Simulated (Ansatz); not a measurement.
Ta (bcc, W type), conventional cell a = 3.3048 Å, b = 3.3048 Å, c = 3.3048 Å, α = 90.00°, β = 90.00°, γ = 90.00°. The calculation uses the primitive cell of 1 atom, to which meshes and values per cell refer.

The volume is varied about the relaxed value V₀ at fixed cell shape. Symmetry pins the atoms to their sites.

These are r2SCAN (plane waves to 500 eV, PAW, scalar-relativistic; Ansatz, an electronic-structure program) values and carry that method's errors. k mesh 21×21×21 (Γ-centred), Fermi-Dirac smearing 0.05 eV. The energy includes the smearing's −TS. Spin-orbit coupling is left out, though Ta is heavy. Ta is run without spin polarisation. Ta was relaxed with its symmetry unable to fall. The zero of ΔE is the relaxed starting cell.

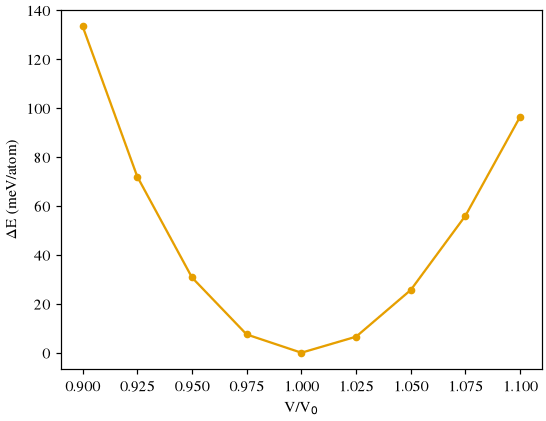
ΔE (meV/atom) against V/V₀; one marker a computed point.

What is ΔE at V/V₀ = 1.100?

About 97 meV/atom.

What is ΔE at V/V₀ = 0.900?

About 130 meV/atom.

What bulk modulus B₀ follows from a third-order Birch-Murnaghan fit?

About 200 GPa.

(A scan under strain: stresses follow from slopes of the energy per volume, elastic moduli from its curvatures.)
